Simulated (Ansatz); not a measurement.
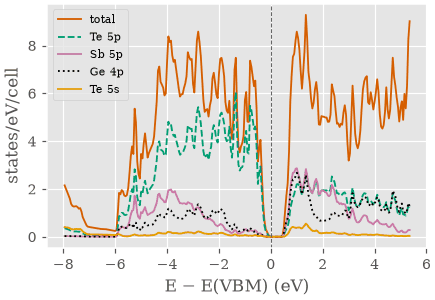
Figure: Total and projected density of states of Ge₂Sb₂Te₅ in space group P-3m1 (No. 164; Pearson symbol hP9), DFT-r²SCAN+D4 in the program Ansatz with PAW potentials

Problem. Which orbitals carry the states next to the gap?

Solution. Top 1 eV of the valence band: Te 5p 73 %, Ge 4s 9 %, Sb 5s 6 %. Bottom 1 eV of the conduction band: Sb 5p 33 %, Ge 4p 31 %, Te 5p 25 %, Te 5s 5 %. Projections are on Löwdin-orthogonalised atomic valence shells; empty p or d shells of many metals are not among them.

Problem. Where is the tallest occupied peak in this window, and what makes it?

Solution. Near -2.8 eV, about 8.6 states/eV per cell; the largest projected share is Te 5p.

The r²SCAN+D4 relaxation kept the symmetry of its start. At this level the phase is dynamically unstable (imaginary phonons). Scalar-relativistic: spin–orbit coupling is off unless named, which matters more the heavier the elements.

Potentials: the earlier of the program's two PAW sets. The files were generated under PBE; for other functionals the program regenerates the frozen cores, and for LDA and PBEsol the local potential too.
